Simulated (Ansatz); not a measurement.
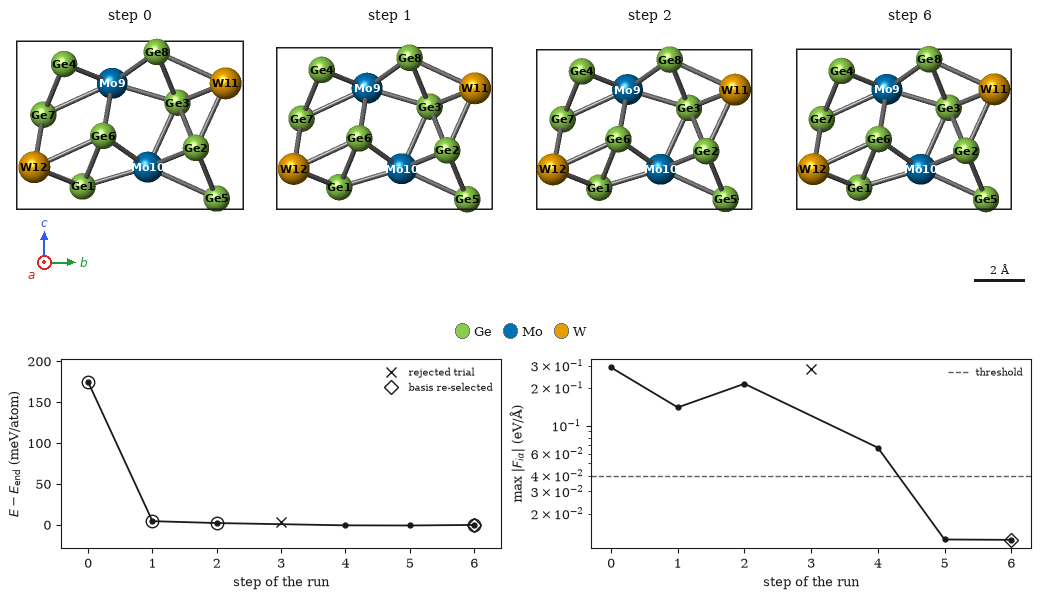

Frames of a relaxation of a crystal of Ge4MoW (a generated structure, set up in Pmc2_1) (coarse preliminary run), marked on the history of the run. The picture is a ball-and-stick view of the cell of the calculation, seen along the a axis.

These are results of Ansatz 0.2.0, DFT PBE, scalar-relativistic, plane waves, PAW, not measurements.

The input:
```yaml
crystal:
  lattice:
    - [3.66442952, 0.0, 0.0]
    - [0.0, 9.11275965, 0.0]
    - [0.0, 0.0, 6.73528727]
  atoms:
    - { symbol: Ge, position: [0.5, 0.29070001, 0.13499999] }
    - { symbol: Ge, position: [0.0, 0.79070001, 0.36500001] }
    - { symbol: Ge, position: [0.5, 0.70929999, 0.63499999] }
    - { symbol: Ge, position: [0.0, 0.20929999, 0.86500001] }
    - { symbol: Ge, position: [0.5, 0.88190002, 0.06309998] }
    - { symbol: Ge, position: [0.0, 0.38190002, 0.43690002] }
    - { symbol: Ge, position: [0.5, 0.11809998, 0.56309998] }
    - { symbol: Ge, position: [0.0, 0.61809998, 0.93690002] }
    - { symbol: Mo, position: [0.5, 0.42160001, 0.7502] }
    - { symbol: Mo, position: [0.5, 0.57839999, 0.2502] }
    - { symbol: W, position: [0.0, 0.92160001, 0.7498] }
    - { symbol: W, position: [0.0, 0.07839999, 0.2498] }
basis:
  ecutwfc: 420
kpoints:
  mp_grid: { grid: [6, 2, 4] }
hamiltonian:
  xc: pbe
scf:
  occupations: { method: gaussian, width: 0.1 }
  lower_state_search: "off"
output:
  forces: true
  stress: true
  eigenvalues: true
relax:
  adjacent_minimum: "off"
  f_tol: 0.04
  max_steps: 70
  cell: { stress_tol: 0.4 }
```

Command:
```bash
ansatz run input.yaml --threads 4 --pin off --max-ram 8192MiB --backend cpu --events-out ev --progress --plain --runs-dir out
```

What happens along the run?

After 4 accepted moves (6 points after the start) the energy has fallen by 175 meV per atom. The largest force component goes from 0.29 to 0.012 eV/Å. The pressure goes from −17.84 to 0.01 GPa. The line search rejected the trial step at point 3 of the run. The SCF was repeated once at an unchanged geometry on a basis and grid sized afresh for the cell, which shifted the energy by 0.7 meV per atom at most. The largest moves relative to the cell, 0.011 Å, are those of Ge6 and Ge8. Ge8 goes along [0 −1 2]. Largest moves by element: Ge 0.011 Å, Mo 0.008 Å, W 0.003 Å. The volume changes by −14.3 %, with a 3.664 → 3.483 Å (−5.0 %), b 9.113 → 8.623 Å (−5.4 %), c 6.735 → 6.415 Å (−4.8 %). Near-neighbour distances that change, for instance: Ge5–Mo10 3.039 → 2.875 Å, Ge6–W12 3.039 → 2.885 Å, Ge2–Mo10 2.774 → 2.624 Å, Ge6–Mo9 2.818 → 2.670 Å. The space group stays Pmc2_1 (No. 26). From step 0 to 1: Ge atoms move most (0.02 Å), volume −12.2 %, energy −170 meV per atom. From step 1 to 2: Ge atoms move most (0.05 Å), volume −3.5 %, energy −2.3 meV per atom. From step 2 to 6: Ge atoms move most (0.03 Å), volume +1.2 %, energy −2.3 meV per atom.
